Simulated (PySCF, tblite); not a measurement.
# C4H9F3OSi2: geometry, infrared bands and NMR shifts

What infrared bands and NMR shifts should C4H9F3OSi2 (`O=C(CC([SiH3])[SiH3])C(F)(F)F`) show?

Programs: tblite 0.8.0 and PySCF 2.14.0, with density-fitted response routines of our own. Each step states its level of theory. These are calculated values for one molecule in the gas phase, unless marked as measured. Atoms are numbered from 0 throughout.

## (1) The molecule as given

19 atoms, charge 0, multiplicity 1; geometry from: force field or distance geometry start.

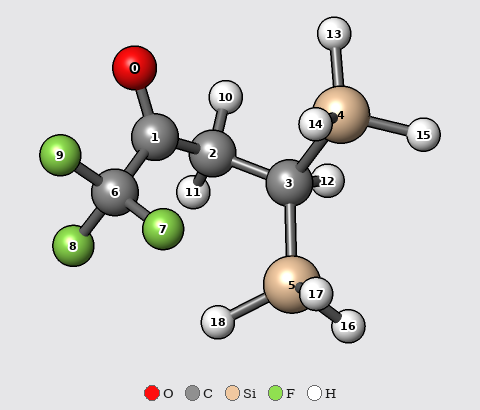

The starting geometry (oxygen red, carbon grey, silicon light orange, fluorine green, hydrogen white), atoms numbered.

## (2) Geometry optimisation with GFN2-xTB

The job: settings as JSON, then the geometry in Å.

```
{"job": {"kind": "relax", "xc": "GFN2-xTB", "basis": "xTB"}, "charge": 0, "multiplicity": 1}
O      1.741800    -2.014900     0.357100
C      1.398200    -0.885600    -0.085600
C      0.261500    -0.825700    -0.964000
C     -0.967200    -0.112400    -0.483800
Si    -1.695300    -0.855900     1.085800
Si    -0.882600     1.729100    -0.471200
C      2.251100     0.236900     0.388000
F      1.585100     1.161200     1.178600
F      2.866000     0.860200    -0.701300
F      3.294200    -0.222500     1.180600
H     -0.072800    -1.894400    -1.150700
H      0.479300    -0.438500    -1.977800
H     -1.767600    -0.365000    -1.248900
H     -1.688100    -2.337100     1.041800
H     -1.034600    -0.333000     2.294100
H     -3.109200    -0.440800     1.138800
H     -1.960400     2.254100    -1.328000
H     -1.069600     2.306000     0.850400
H      0.360300     2.187700    -1.111500
```

The run is started by

```
> OMP_NUM_THREADS=1 python probes_run.py task.json out
```

This one command runs all jobs of the session in turn.

**Question.** This job is followed by: GFN2-xTB harmonic vibrations, gas phase; GIAO PBE0/pcSseg-1 NMR shielding, non-relativistic, gas phase. Predict these results of the whole session: strongest single infrared mode (GFN2-xTB); zero-point energy (GFN2-xTB); 13C shifts against TMS (PBE0/pcSseg-1); 1H shifts against TMS (PBE0/pcSseg-1, means over atoms taken as alike); 17O shifts against H2O (PBE0/pcSseg-1); 29Si shifts against TMS (PBE0/pcSseg-1, means over atoms taken as alike); 19F shifts against CFCl3 (PBE0/pcSseg-1, means over atoms taken as alike).

The runs gave:

| quantity | value |
| --- | --- |
| strongest single infrared mode (GFN2-xTB) | 2299 cm⁻¹, 373 km/mol |
| zero-point energy (GFN2-xTB) | 72.2 kcal/mol |
| 13C shifts against TMS (PBE0/pcSseg-1) | 203.6, 125.6, 41.8, -3.9 ppm |
| 1H shifts against TMS (PBE0/pcSseg-1, means over atoms taken as alike) | 3.99, 3.28, 0.46 ppm |
| 17O shifts against H2O (PBE0/pcSseg-1) | 648.7 ppm |
| 29Si shifts against TMS (PBE0/pcSseg-1, means over atoms taken as alike) | -64.9 ppm |
| 19F shifts against CFCl3 (PBE0/pcSseg-1, means over atoms taken as alike) | -93.9 ppm |

What this shows: Over 251 steps the energy fell by 0.960 eV; of the close pairs, C1–C6 changed most, 1.487 to 1.557 Å. No mode is imaginary among the 51: a minimum at this level. The strongest single mode, at 2299 cm⁻¹, moves mainly H16. Unscaled tight-binding wavenumbers are off by several per cent, some by more. Its intensities can rank the bands wrongly. The most deshielded carbon is C1 (ketone carbonyl carbon), at 203.6 ppm: low-lying n→π* states of the double bond to the heteroatom give a large paramagnetic term (-271 ppm). At PBE0/pcSseg-1: The widest tensor belongs to O0: span 1243 ppm, with a paramagnetic part of -716 ppm.
